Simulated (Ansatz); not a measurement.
# AlAsH6O3: how energies converge with the basis set

Aim: see how fast density functionals converge with the basis set for AlAsH6O3.

Program: Ansatz 0.2.0, Gaussian basis. Level of theory: one geometry, several basis sets. These are calculated values, not measurements.

Plan: PBE0-D4/def2-SVP; ωB97M-V/def2-SVP; PBE0-D4/def2-QZVPP; ωB97M-V/def2-QZVPP; the functionals' def2-TZVPP values are taken from earlier runs.

## (1) The geometry

An earlier PBE0-D4 in a triple-zeta def2 set relaxation fixed the geometry.

11 atoms, charge 0, spin multiplicity 1.

Atoms are counted from 1 here; the program's logs count them from 0.

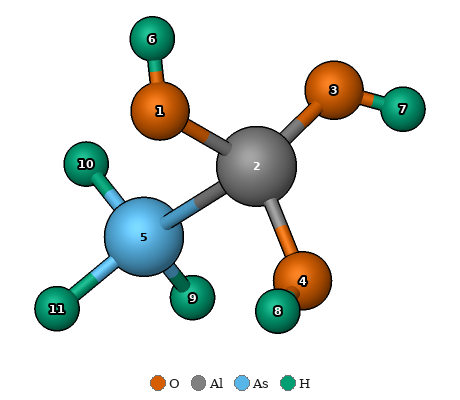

The geometry (oxygen orange, aluminium grey, arsenic blue, hydrogen teal); atoms are numbered from 1 in the order of the file.

## (2) PBE0-D4 in def2-SVP

The input, in.yaml:

```yaml
crystal:
  periodic: [false, false, false]
  atoms:
    - {symbol: O, position_ang: [-1.982979, -0.183111, 0.564297]}
    - {symbol: Al, position_ang: [-0.331157, -0.599093, 0.704685]}
    - {symbol: O, position_ang: [0.570063, 0.068989, 1.994242]}
    - {symbol: O, position_ang: [0.199008, -2.071689, 0.018148]}
    - {symbol: As, position_ang: [0.583944, 1.012714, -1.206760]}
    - {symbol: H, position_ang: [-2.407191, 0.365321, 1.221719]}
    - {symbol: H, position_ang: [1.319929, -0.396426, 2.360282]}
    - {symbol: H, position_ang: [-0.421780, -2.674814, -0.386513]}
    - {symbol: H, position_ang: [2.052435, 1.024385, -1.550802]}
    - {symbol: H, position_ang: [0.415400, 2.506176, -1.080022]}
    - {symbol: H, position_ang: [0.067627, 0.890550, -2.618676]}
basis:
  gaussian: {orbitals: def2-SVP}
hamiltonian: {xc: pbe0, dispersion: d4}
output: {orbitals: {seedname: orbitals}}
```

Run with:

```sh
$ ansatz run in.yaml --threads 8 --pin off --events-out ev --progress --plain --max-ram 20889MiB
```

The runs that follow: ωB97M-V in def2-SVP; PBE0-D4 in def2-QZVPP; ωB97M-V in def2-QZVPP.

**Question.** What will the summary of the whole plan be? Wanted: PBE0-D4: double and triple zeta above quadruple; ωB97M-V: double and triple zeta above quadruple.

The runs gave:

```
                                       quantity           value
PBE0-D4: double and triple zeta above quadruple  19.89, 1.92 eV
ωB97M-V: double and triple zeta above quadruple  19.98, 1.87 eV
```

**Reading.** PBE0-D4 gains 17.97 eV from double to triple zeta, then 1.92 eV more. These are total energies; as a rule much of such shifts cancels in differences, which this series doesn't test. The LUMO of ωB97M-V is positive and keeps falling with the basis (2.18 to 1.00 eV): an unbound level that the basis holds in place.
